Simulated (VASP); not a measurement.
Band structure of Ag (space group P6_3/mmc). All values below come from SCAN meta-GGA, VASP's PBE PAW potentials (set 64) (plane waves; VASP).

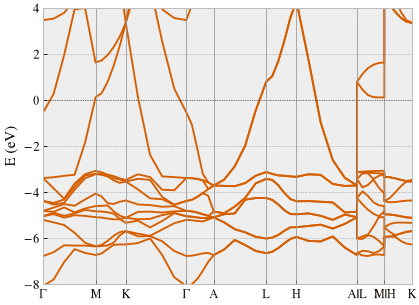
Bands along high-symmetry lines, zero at the valence-band maximum or, without a gap, the Fermi level

Read the plot: is there a gap, and where are the band edges?

It has no gap at this level: it comes out as a metal or semimetal.

The structure comes from a measured Ag entry (P6_3/mmc) of the Crystallography Open Database, whose conditions weren't checked. It was relaxed first.
